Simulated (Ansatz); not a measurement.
## Li (bcc, W type), frozen-phonon scan

Relaxed Li (bcc, W type):

```
Li
1.0
   -3.47745     3.47745     3.47745
    1.73873    -1.73873     1.73873
    1.73873     1.73873    -1.73873
Li
2
Direct
  0.00000   0.00000   0.00000
  0.50000   0.00000   0.00000
```

A phonon eigenvector at N = (0.5, 0.0, 0.0) is frozen into this cell: atom i moves by Q times the vector below, so Q is the largest atomic displacement, in Å. The cell is held. (q is in reciprocal vectors of the primitive cell; the cell shown is doubled to hold the pattern.)

```json
[
 {"atom": "Li1", "x": "1.000", "y": "0.000", "z": "0.000"},
 {"atom": "Li2", "x": "-1.000", "y": "0.000", "z": "0.000"}
]
```

Method: r2SCAN (plane waves to 500 eV, PAW, scalar-relativistic; Ansatz, a first-principles code). k mesh 19×19×19 (Γ-centred), Fermi-Dirac smearing 0.05 eV. Energies are smeared free energies. With partly filled bands, energies and forces of such displacements shift with the k mesh and the smearing. Li was relaxed with its symmetry unable to fall. ΔE is measured from the undisplaced structure.

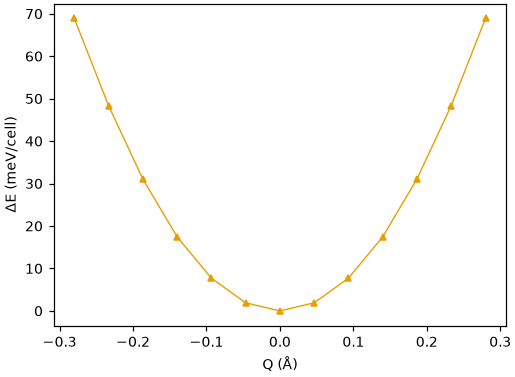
ΔE (meV/cell) against Q (Å); one marker a computed point.

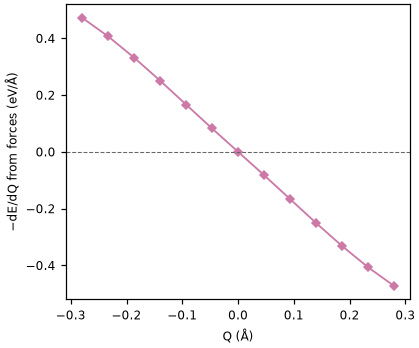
*−dE/dQ from forces (eV/Å) against Q (Å); one marker a computed point.*

The energy at Q = 0.280 Å is 69 meV/cell. Shape of the curve: a single well with its minimum at or next to zero displacement. Symmetry of the curve: even: the same for both signs. Harmonic wavenumber from the curvature (finite differences): 186 cm⁻¹. Space group of the distorted cell: Cmcm (No. 63), lowered from Im-3m.

E″ = 1.76 eV/Å², M = Σ mᵢ|uᵢ|² = 13.9 u, ν̃ = 521.5·√(|E″|/M).

(A displaced cell: forces are minus the slopes of the energy, force constants its curvatures, and phonons follow from these.)
